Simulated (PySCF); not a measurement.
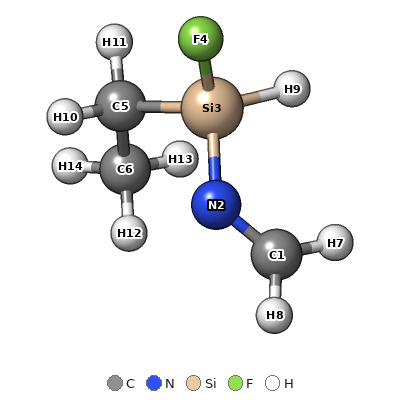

Geometry used (C₃H₈FNSi, SMILES C=N[Si@H](F)CC).

Kohn-Sham orbital energies near the frontier, PBE0/def2-SVPD, PySCF 2.14.0, at a PBE0-D3(BJ)/def2-SVP geometry (no frequency check), isolated molecule; empty levels in grey, levels within 0.03 eV side by side.

Where do the frontier orbitals lie?

HOMO at −7.35 eV, LUMO at −1.22 eV, 6.12 eV apart.

On which atoms do HOMO and LUMO mostly sit?

HOMO: N2 57 %, C1 16 %, Si3 9 %. LUMO: C1 43 %, N2 33 %, H8 6 % (Löwdin shares).

List the levels with the atoms that carry most of them (a dash for levels above zero or within 0.03 eV of another, where shares mean little).

```tsv
orbital	energy (eV)	Löwdin shares
LUMO+1	0.59	–
LUMO	−1.22	C1 43 %, N2 33 %, H8 6 %
HOMO	−7.35	N2 57 %, C1 16 %, Si3 9 %
HOMO−1	−8.62	C5 32 %, Si3 20 %, C6 10 %
HOMO−2	−9.98	C5 26 %, C6 24 %, H11 11 %
```

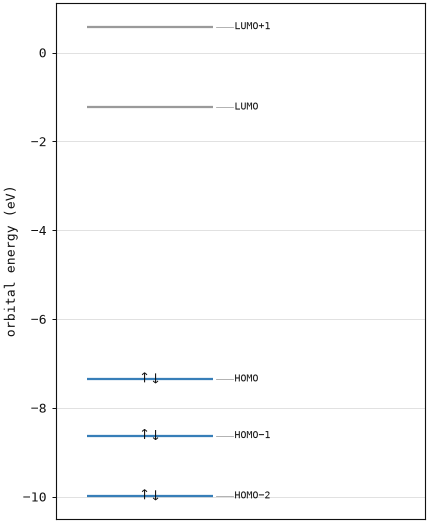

Caveats: one conformer of a flexible molecule; empty levels above zero depend strongly on the basis.
